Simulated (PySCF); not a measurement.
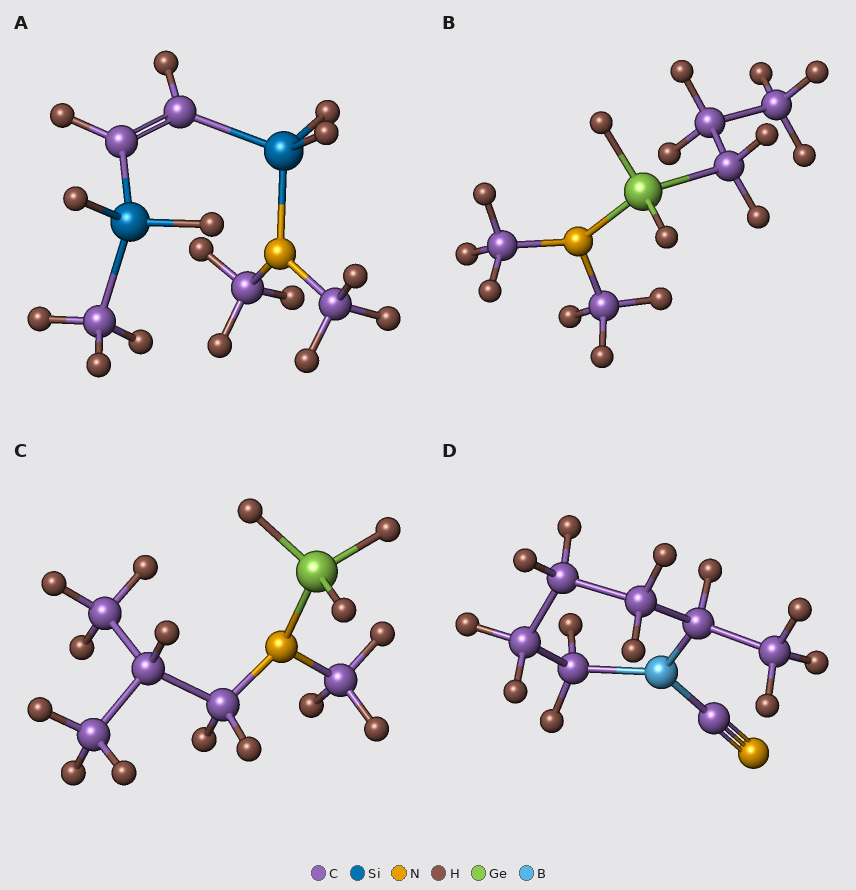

Simulated data, not a measurement (program: PySCF).

> Which panel belongs to which SMILES?
(1) C[SiH2]/C=C\[SiH2]N(C)C
(2) C[C@@H]1CCCCB1C#N
(3) CC(C)C[N](C)[GeH3]
(4) CC[CH2][GeH2][N](C)C

A is (1), B is (4), C is (3), D is (2).
